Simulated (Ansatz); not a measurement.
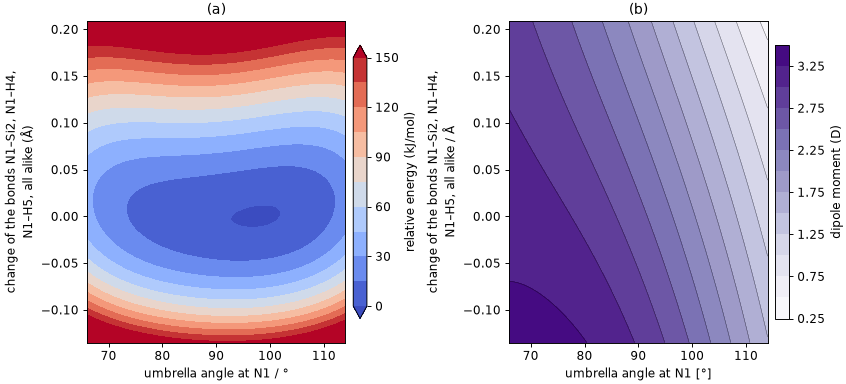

ClH₄NSi, SMILES N[SiH2]Cl. The first coordinate is: umbrella angle at N1 (between each of its bonds and their common axis; 90 is planar); the second: change of the bonds N1–Si2, N1–H4, N1–H5, all alike. Nothing is relaxed (all other coordinates rigid). The scan uses a 15 × 15 grid. Points are written as (first, second). Energies are in kJ/mol, from the lowest grid point. These are results of Ansatz 0.2.0, RHF/def2-TZVP, not measurements.

Panel (a) is the energy; panel (b) is the computed dipole moment, in D.

In the figure: filled contours, one colour for all values above the top of the scale. Between grid points the surface is interpolated.

Q: How does the dipole moment vary over the map, and what is it at the lowest grid point?

A: Leaving out the highest fifth of the energies, it runs from 0.52 D at (114.0°, 0.184 Å) to 3.30 D at (69.4°, −0.110 Å). At the lowest grid point, (96.9°, −0.012 Å), it is 2.26 D.
